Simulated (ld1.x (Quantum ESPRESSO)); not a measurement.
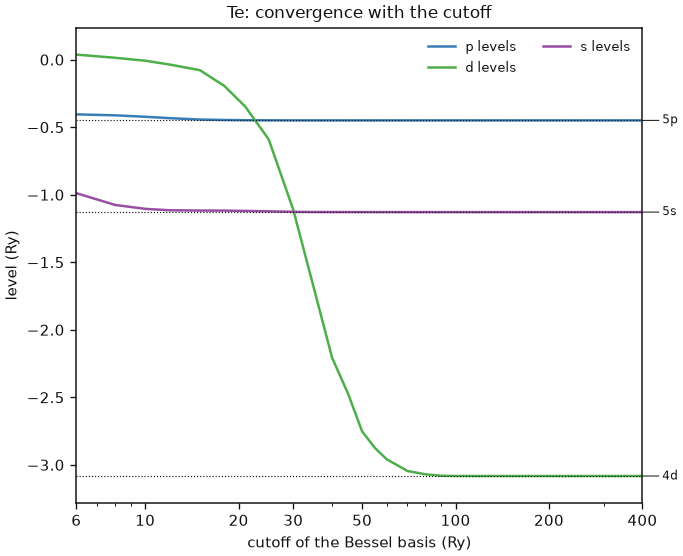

The pseudo-atom Hamiltonian at the reference potential is diagonalised in spherical Bessel functions (20 bohr box) up to the cutoff. Curves: the lowest levels of each channel that holds a bound state. Dotted lines: the all-electron valence levels.

* Element: tellurium
* Generator: ld1.x (Quantum ESPRESSO) 7.5
* Type: norm-conserving RRKJ (Kleinman–Bylander form)
* Functional: PBEsol
* Relativity: scalar-relativistic
* Frozen core: [Kr]
* Valence charge: 16
* Reference configuration: 4d10 5s1.75 5p4.25
* Partial waves: 5p (bound): rc 1.90 bohr; 4d (bound): rc 1.15 bohr; 5s (bound): rc 1.80 bohr
* Local potential: the s channel
* Core correction: none
* rho0: 0.001

Does every curve settle on an all-electron level?

Answer. No ghost state below the valence levels in the p, d, s, f channels. The curves of the valence states settle on the dotted lines.

Read the all-electron valence levels.

Answer. 5p: -0.45 Ry; 4d: -3.1 Ry; 5s: -1.13 Ry.

Which level is furthest from its value at the highest cutoff when the cutoff is lowest, 6 Ry?

Answer. 4d, by 3.12 Ry, against 0.14 Ry for 5s.
